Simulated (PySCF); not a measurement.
Vertical excitations of a molecule C3H10OSi2 from TDA-PBE/def2-SVPD in PySCF, as energy in eV (oscillator strength): 5.47 (0.028), 5.71 (0.084), 5.96 (0.001), 6.17 (0.050), 6.34 (0.003), 6.50 (0.002). Lowest triplet (TDA): 3.98 eV. Coordinates come from a PBE0-D3(BJ)/def2-SVP optimisation. Other conformers were not sampled.

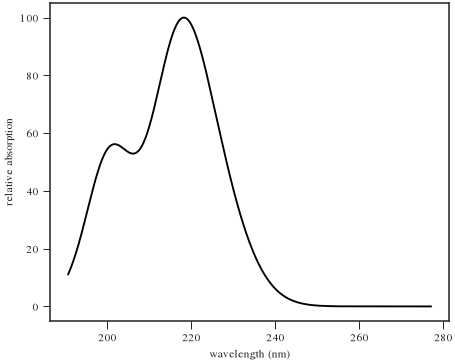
The lines broadened by 0.4 eV.

Task: Identify the compound among the candidates.
A. CO[SiH]1C[SiH2]C1
B. C=C[Si@@H]([SiH3])CO
C. C=C([SiH3])C[SiH2]O
D. C[Si@@H]1CO[Si@@H]1C

Result: C, C=C([SiH3])C[SiH2]O
